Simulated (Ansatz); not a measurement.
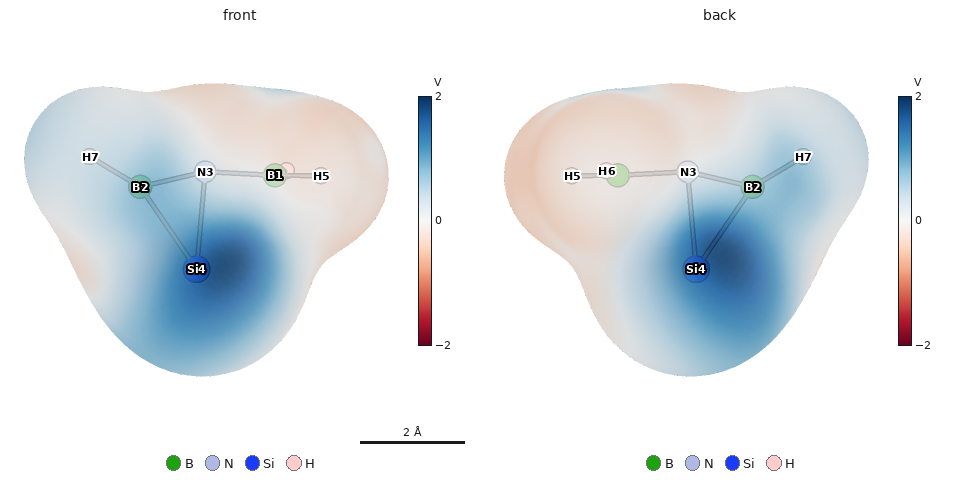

Figure 1: B2H3NSi. The molecular electrostatic potential painted on the density surface at 0.002 e/bohr³, seen from the front and from behind; the colour scale runs from red (negative) to blue (positive).

Geometry: B3LYP-D3(BJ)/def2-SVP.

Level of theory: isolated molecule in a Gaussian basis; Kohn-Sham density functional theory, functional PBE0 (Ansatz 0.2.0).

```
atom    x (Å)    y (Å)    z (Å)
   B   1.7240   0.4234  -0.8255
   B  -0.0415  -1.4684   0.0989
   N   0.6887  -0.4856  -0.4676
  Si   1.7963  -1.3235   0.8128
   H   1.7657   1.5007  -0.2828
   H   2.4441   0.1486  -1.7544
   H  -1.1411  -1.9230   0.0098
```

Describe the electrostatic potential map.

Answer. The most negative region (about −0.5 V, or −12 kcal/mol for a unit charge) lies over H5 and H6, the most positive (about +1.9 V, or +44 kcal/mol for a unit charge) over Si4.

How polar is the molecule by this calculation?

Answer. Its dipole moment is 1.45 D.
